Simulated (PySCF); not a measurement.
# C₅H₄O: what the fields show

Input file:

```
{"job": {"kind": "nmr", "xc": "PBE0", "basis": "pcSseg-1"}, "charge": 0, "multiplicity": 1}
C     -1.806363     0.386314    -0.284787
C     -0.880479    -0.540445    -0.044015
C      0.499819    -0.204924     0.089716
C      1.761952    -0.664214     0.311598
C      1.586815     0.734614     0.104831
O      2.014323     1.846063     0.013214
H     -1.537227     1.424895    -0.385783
H     -2.848367     0.135697    -0.387223
H     -1.143190    -1.586918     0.058911
H      2.361599    -1.526428     0.501009
```

Run with:

```sh
OMP_NUM_THREADS=1 python probes_run.py task.json out
```

Geometry: GFN2-xTB.

Method: PySCF, PBE0/pcSseg-1, SCF density, gas phase, non-relativistic.

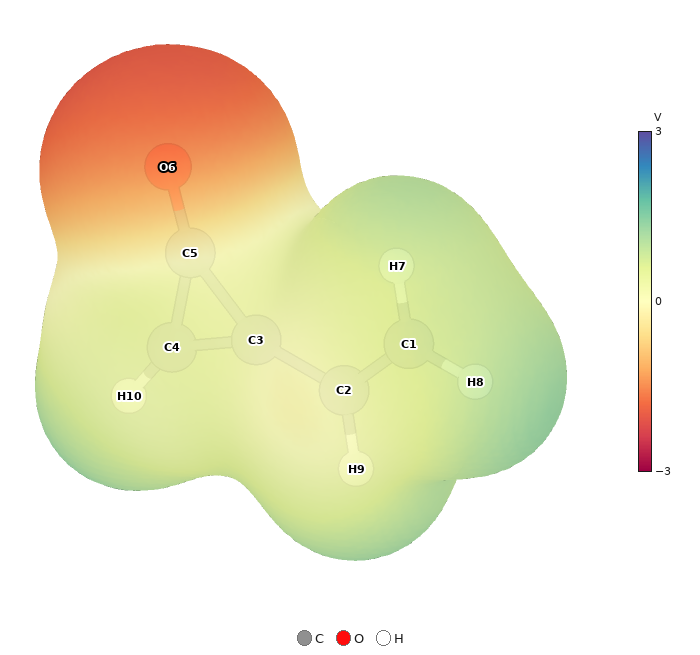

Figure 1. The molecular electrostatic potential painted on the density surface at 0.002 e/bohr³, seen at a tilt; the colour scale runs from red (negative) to blue (positive).

Question: Describe the electrostatic potential map.

Answer: The most negative region (about −2.0 V) lies over O6, the most positive (about +1.5 V) over H10. O6 is the likeliest acceptor of a hydrogen bond.

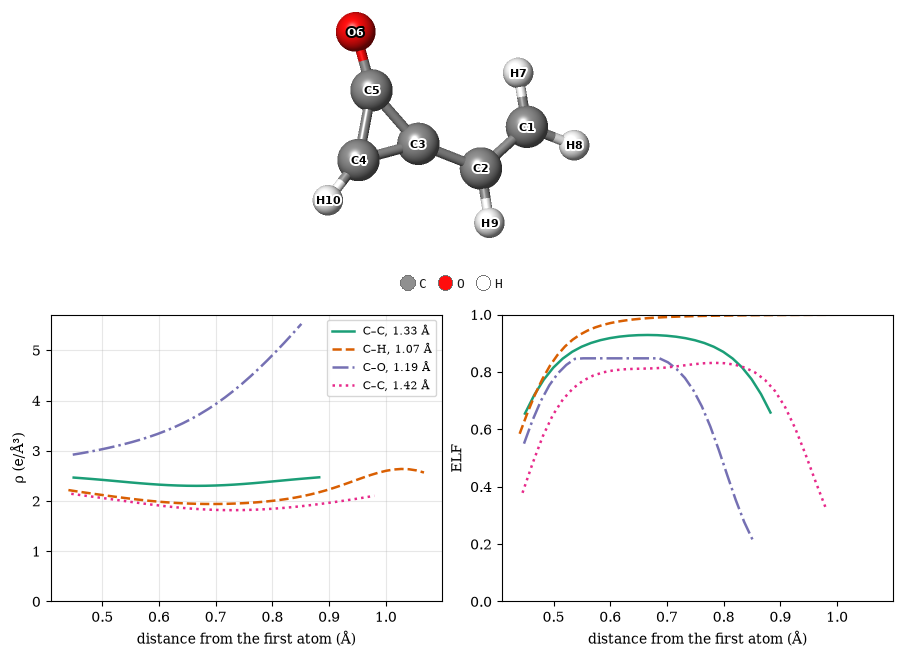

Figure 2. Total electron density and electron localisation function along straight lines between neighbouring atoms. The curves leave out the atomic cores. The structure is drawn too.

Question: Compare the contacts.

Answer: C–C (1.33 Å): the density is about 2.3 e/Å³ at the midpoint; the ELF peaks at about 0.95 between the atoms (a multiple bond).
C–H (1.07 Å): ρ is about 2.1 e/Å³ halfway; the ELF climbs to about 1 towards the hydrogen, as it does in any bond to H; an ordinary covalent bond to hydrogen.
C–O (1.19 Å): ρ at the midpoint is about 3.3 e/Å³; the ELF peaks at about 0.85 between the atoms; a multiple bond.
C–C (1.42 Å): the density is about 1.8 e/Å³ at the midpoint; the ELF peaks at about 0.85 between the atoms; a covalent bond.
